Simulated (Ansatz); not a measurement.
CsBH4: pressure series

Consider CsBH$_{4}$ (space group F-43m, No. 216; a = 7.2246 Å; a cell from a computed database, its experimental status unchecked).

Cell and atoms are relaxed at each pressure.

Level of theory: DFT with PBEsol, PAW potentials and a 420 eV plane-wave cutoff in Ansatz (a quantum-chemistry and plane-wave program), no SOC.

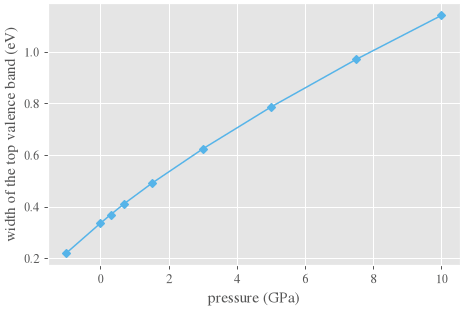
Figure. Width of the top valence band against pressure

Problem. From the plot, what is the width of the top valence band for pressure 10 GPa?

Solution. About 1.14 eV.

Problem. Is the trend monotonic over the range shown?

Solution. Yes, it rises throughout, spanning 0.22 eV to 1.14 eV.

The levels and masses belong to the bands next to the band gap. Load acts through the strain it causes; cell and atoms are relaxed under it. Whether these cells are dynamically stable was not tested. Competing high-pressure phases were not computed.
